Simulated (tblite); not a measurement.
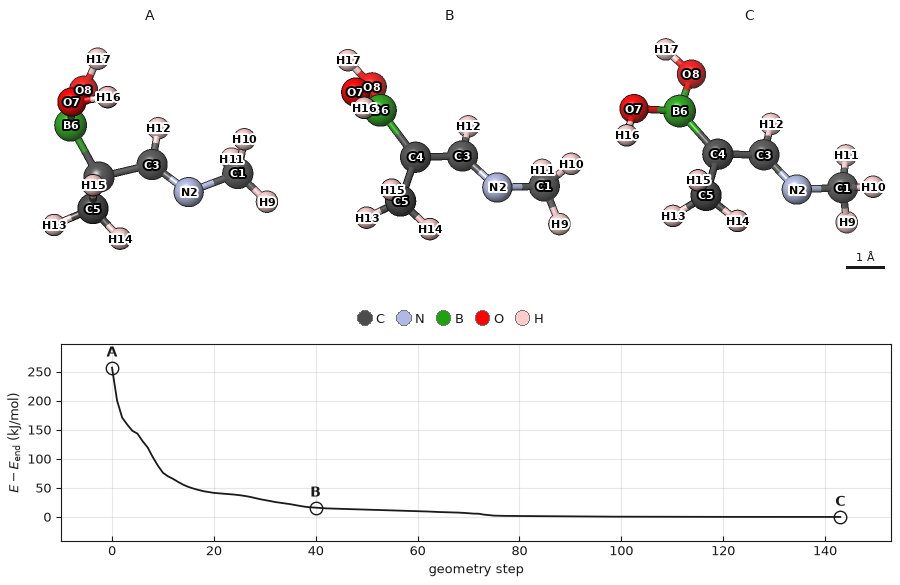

Frames of a relaxation of C₄H₉BNO₂ (multiplicity 2), marked on the history of the run. The picture is a ball-and-stick view, seen at a tilt.

These are results of GFN2-xTB geometry optimisation, gas phase in tblite, not measurements. 

### What happens along the run?

The atom that moves furthest after the best rigid fit is H16 (2.40 Å). By element the largest moves are H 2.40 Å, O 1.18 Å, C 0.93 Å, B 0.47 Å, N 0.25 Å. Some distances before and after: B6–O8 1.488 → 1.355 Å, C3–C4 1.500 → 1.400 Å, B6–O7 1.462 → 1.368 Å, N2–C3 1.246 → 1.294 Å. Among the angles between lasting bonds that change: C3–C4–B6 105.8° → 120.4°, N2–C1–H11 103.9° → 114.0°, H9–C1–H10 115.7° → 106.8°. Groups turn about C1–N2 by about 50°. The energy falls by 256.9 kJ/mol in 143 geometry steps. From step 0 to 40: H17 moves most (1.35 Å), energy −240.9 kJ/mol. From step 40 to 143: H16 moves most (1.37 Å), energy −16.0 kJ/mol.

```json
{"step": "0", "E − E(0), kJ/mol": "0.00"}
{"step": "1", "E − E(0), kJ/mol": "-56.92"}
{"step": "2", "E − E(0), kJ/mol": "-86.11"}
{"step": "3", "E − E(0), kJ/mol": "-98.04"}
{"step": "4", "E − E(0), kJ/mol": "-108.70"}
{"step": "5", "E − E(0), kJ/mol": "-113.56"}
{"step": "6", "E − E(0), kJ/mol": "-126.40"}
{"step": "7", "E − E(0), kJ/mol": "-137.29"}
{"step": "8", "E − E(0), kJ/mol": "-153.81"}
{"step": "9", "E − E(0), kJ/mol": "-168.46"}
{"step": "10", "E − E(0), kJ/mol": "-180.80"}
{"step": "17", "E − E(0), kJ/mol": "-210.46"}
{"step": "24", "E − E(0), kJ/mol": "-218.38"}
{"step": "31", "E − E(0), kJ/mol": "-229.35"}
{"step": "38", "E − E(0), kJ/mol": "-239.42"}
{"step": "45", "E − E(0), kJ/mol": "-242.94"}
{"step": "52", "E − E(0), kJ/mol": "-244.66"}
{"step": "59", "E − E(0), kJ/mol": "-246.55"}
{"step": "66", "E − E(0), kJ/mol": "-248.78"}
{"step": "73", "E − E(0), kJ/mol": "-252.83"}
{"step": "80", "E − E(0), kJ/mol": "-255.26"}
{"step": "87", "E − E(0), kJ/mol": "-255.87"}
{"step": "94", "E − E(0), kJ/mol": "-256.21"}
{"step": "101", "E − E(0), kJ/mol": "-256.46"}
{"step": "108", "E − E(0), kJ/mol": "-256.56"}
{"step": "115", "E − E(0), kJ/mol": "-256.67"}
{"step": "122", "E − E(0), kJ/mol": "-256.76"}
{"step": "129", "E − E(0), kJ/mol": "-256.79"}
{"step": "136", "E − E(0), kJ/mol": "-256.82"}
{"step": "143", "E − E(0), kJ/mol": "-256.85"}
```
